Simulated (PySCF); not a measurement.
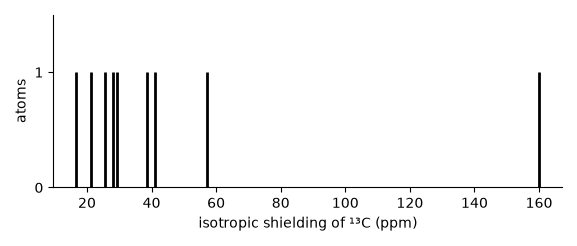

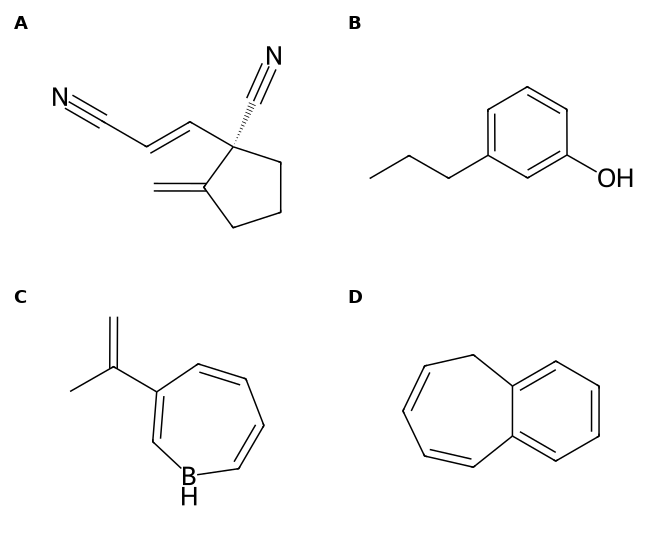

The sticks are computed shieldings of one of the molecules, for one fixed geometry (PBE0-D3(BJ)/def2-SVP) without averaging over rotations. Low shielding means a high chemical shift. Method: GIAO PBE0/pcSseg-1 NMR shielding, non-relativistic, IEF-PCM chloroform (PySCF 2.14.0).

> Which molecule gives this pattern?

C, `C=C(C)C1=CBC=CC=C1`. Its 9 C atoms give lines at 16.7, 21.3, 25.7, 28.0, 29.2, 38.7, 41.2, 57.1, 160.1 ppm.
